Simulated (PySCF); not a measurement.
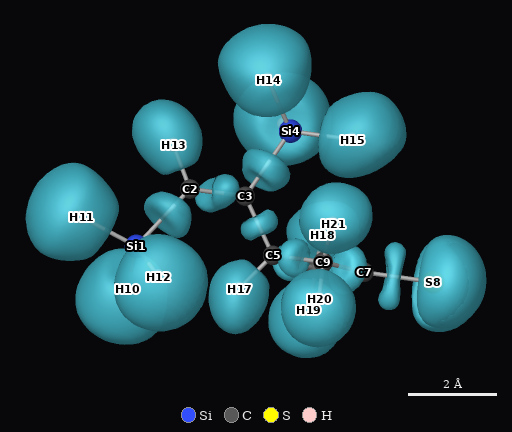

The picture shows: C$_{6}$H$_{12}$SSi$_{2}$ (SMILES [SiH3]/C=C(/[SiH3])C1CC(=S)C1). Isosurface of the electron localisation function at 0.8 (cyan), seen at a tilt. Only the valence region is drawn (cores and ρ < 0.01 e/Å³ removed).

Geometry: GFN2-xTB.

Method: PySCF, PBE0/pcSseg-1, SCF density, gas phase, non-relativistic.

```yaml
atoms:
  - { symbol: Si, position_ang: [2.7567, -1.1459, 0.8271] }
  - { symbol: C, position_ang: [1.8577, 0.4005, 0.2326] }
  - { symbol: C, position_ang: [0.5444, 0.5766, 0.0572] }
  - { symbol: Si, position_ang: [-0.1251, 2.2497, -0.5389] }
  - { symbol: C, position_ang: [-0.4172, -0.5395, 0.3098] }
  - { symbol: C, position_ang: [-1.7849, -0.1535, 0.9197] }
  - { symbol: C, position_ang: [-2.4462, -0.5933, -0.3484] }
  - { symbol: S, position_ang: [-3.9686, -0.5712, -0.8710] }
  - { symbol: C, position_ang: [-1.1547, -1.0386, -0.9590] }
  - { symbol: H, position_ang: [2.3071, -1.5154, 2.1741] }
  - { symbol: H, position_ang: [4.1889, -0.8490, 0.8562] }
  - { symbol: H, position_ang: [2.5048, -2.2666, -0.0854] }
  - { symbol: H, position_ang: [2.4993, 1.2436, 0.0008] }
  - { symbol: H, position_ang: [0.9150, 2.8970, -1.3373] }
  - { symbol: H, position_ang: [-1.3357, 2.0755, -1.3436] }
  - { symbol: H, position_ang: [-0.4364, 3.0735, 0.6347] }
  - { symbol: H, position_ang: [0.0776, -1.3477, 0.8517] }
  - { symbol: H, position_ang: [-1.9218, 0.9006, 1.1591] }
  - { symbol: H, position_ang: [-2.0802, -0.7375, 1.7920] }
  - { symbol: H, position_ang: [-1.0963, -2.1128, -1.1358] }
  - { symbol: H, position_ang: [-0.8933, -0.5291, -1.8867] }
```

Identify the bonds, lone pairs and shells in this picture.

The surface consists of six regions between bonded C–C atoms (shared pairs), one region between bonded C–S atoms (shared pairs), two regions between bonded C–Si atoms (shared pairs), twelve regions around hydrogen nuclei and one ring or bowl of non-bonding electrons around S. Profiles from the grid: C–C (1.34 Å): the ELF peaks at about 0.95 between the atoms (a short, multiple covalent bond). C–S (1.61 Å): the ELF peaks at about 0.90 between the atoms (a covalent bond).
